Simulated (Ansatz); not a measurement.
## Electronic structure of C2H3ClGe (SMILES Cl[C]1=[CH][GeH2]1) in real space

```xyz
7

Cl   -1.2741   -2.1375    0.8733
C    -0.3774   -0.7991    0.3212
C     0.9007   -0.4936    0.2108
Ge   -0.2082    0.9490   -0.4146
H     1.8621   -0.9459    0.4159
H    -0.4382    2.1818    0.4633
H    -0.4035    1.1771   -1.9157
```

Geometry: PBE0-D4/def2-TZVP.

These are results of Ansatz, RKS PBE0-D4/def2-TZVPP, not measurements.

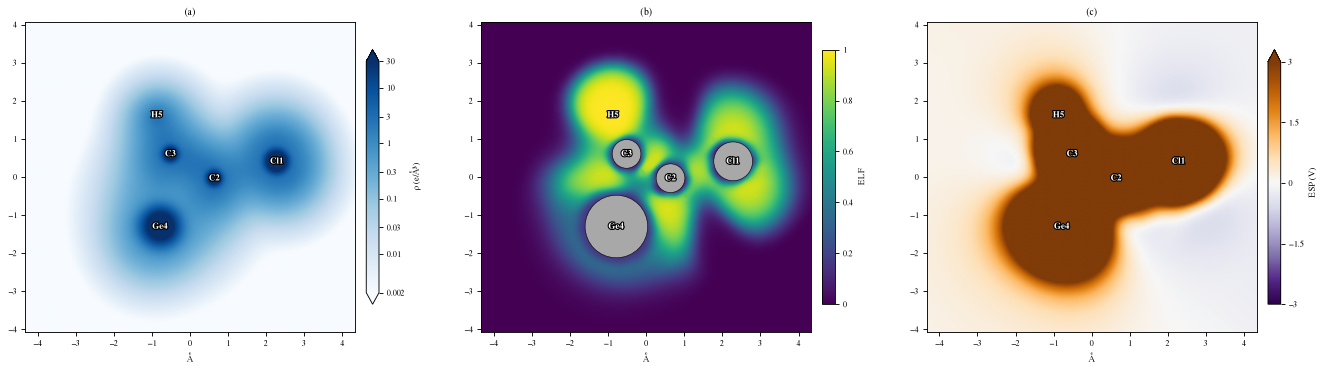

Figure 1. (a) electron density; (b) electron localisation function; (c) electrostatic potential on the plane of atoms C2, Ge4 and C3. Grey discs cover the atomic cores in the ELF map.

### What do the fields say about this system?

- The section cuts through Cl, C, Ge and H sites.
- C–C (1.32 Å): ρ at the midpoint is about 2.4 e/Å³; the ELF peaks at about 0.90 between the atoms (a multiple bond).
- C–Cl (1.70 Å): the density is about 1.5 e/Å³ at the midpoint; the ELF peaks at about 0.85 between the atoms: localised, covalent bonding.
- C–Ge (1.90 Å): the density is about 0.82 e/Å³ at the midpoint; the ELF peaks at about 0.75 in the valence shell of C, 0.7 Å from its nucleus, and is about 0.40 at the midpoint.
- C–H (1.08 Å): the density is about 2 e/Å³ at the midpoint; the ELF climbs to about 1 towards the hydrogen, as it does in any bond to H; a covalent bond by its length.
- The ELF also peaks beside Cl1, away from the bonds: lone-pair regions.
- Outside the dense part of the molecule the potential is most negative (−0.5 V) near Cl1.

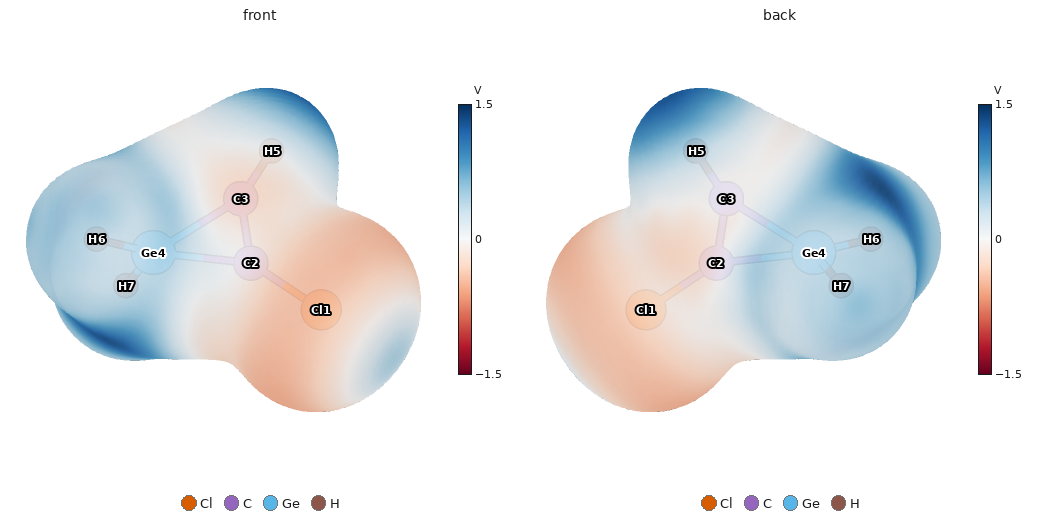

Figure 2. The electrostatic potential painted on the density surface at 0.002 e/bohr³, seen from the front and from behind; red is negative and blue positive.

### Where is the surface potential most negative and most positive?

The most negative region (about −0.5 V) lies over Cl1, the most positive (about +1.3 V) over Ge4. Cl1 shows a σ-hole: about +0.5 V at the tip opposite its bond, against about −0.5 V on its flanks.

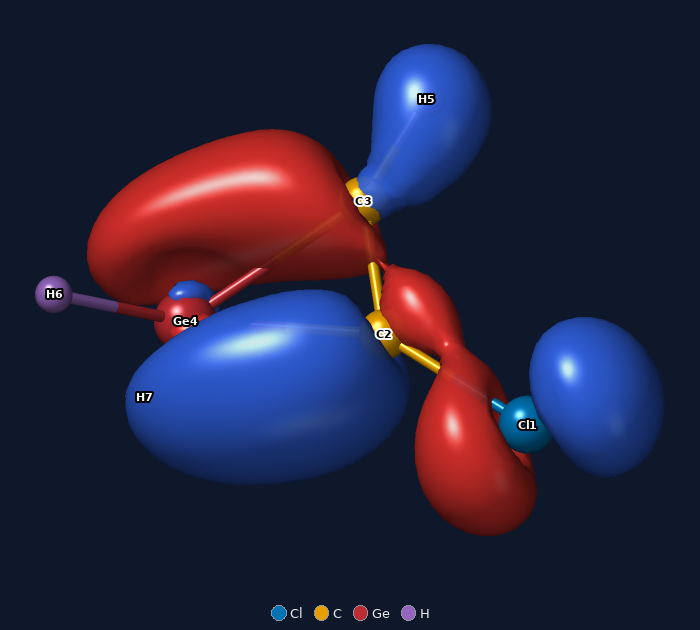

Figure 3. The HOMO at ±0.15 Å⁻³ᐟ² (blue and red are the two phases), seen at a tilt.

### What is the character of this orbital?

Its weight (Hirshfeld) is mainly on Ge4 (about 35 %), C2 (about 20 %), Cl1 (about 20 %) and C3 (about 15 %). Its energy is −7.40 eV.
